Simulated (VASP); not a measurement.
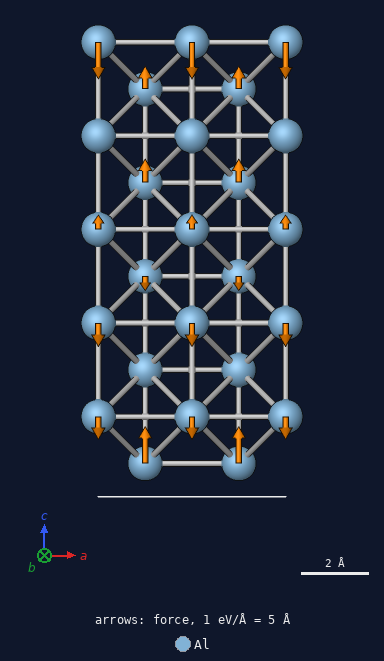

Starting geometry of a slab of composition Al with the computed forces as orange arrows. Style: ball-and-stick. Shown: the 2 × 2 repeat of the cell, outlined in the plane, without the vacuum, along the b axis.

The run lets the atoms move in a fixed cell.

Level of theory: Kohn-Sham DFT of a periodic cell, LDA, VASP PAW LDA potentials, recommended (VASP).

The input:
```
ALGO = Normal
DIPOL = 0.5 0.5 0.500
EDIFF = 1E-6
EDIFFG = -0.02
ENCUT = 520
GGA = CA
IBRION = 2
IDIPOL = 3
ISIF = 2
ISMEAR = 1
KPAR = 4
LASPH = T
LCHARG = F
LDIPOL = T
LREAL = F
LWAVE = F
NELM = 80
NSW = 80
PREC = Accurate
SIGMA = 0.1
```

Command:
```bash
cat potpaw_LDA.64/Al/POTCAR > POTCAR
mpirun -np 4 vasp_std > vasp.out
```

Question: What follows when this structure is relaxed?

Answer: It isn't relaxed: the largest force vector, on Al atoms, is 0.23 eV/Å. The atoms end up moving mostly along the starting forces (cosine between the two patterns 0.99). Over 5 geometry steps the energy falls by 24.9 meV per cell of the calculation. Largest force component: 0.23 eV/Å at the start, 0.017 eV/Å at the end. The largest moves relative to the layer's centre, 0.057 Å, are those of Al atoms. The cell doesn't change. Among the contacts that change: Al–Al 2.817 → 2.759 Å, Al–Al 2.817 → 2.867 Å, Al–Al 2.817 → 2.835 Å, Al–Al 2.817 → 2.800 Å.
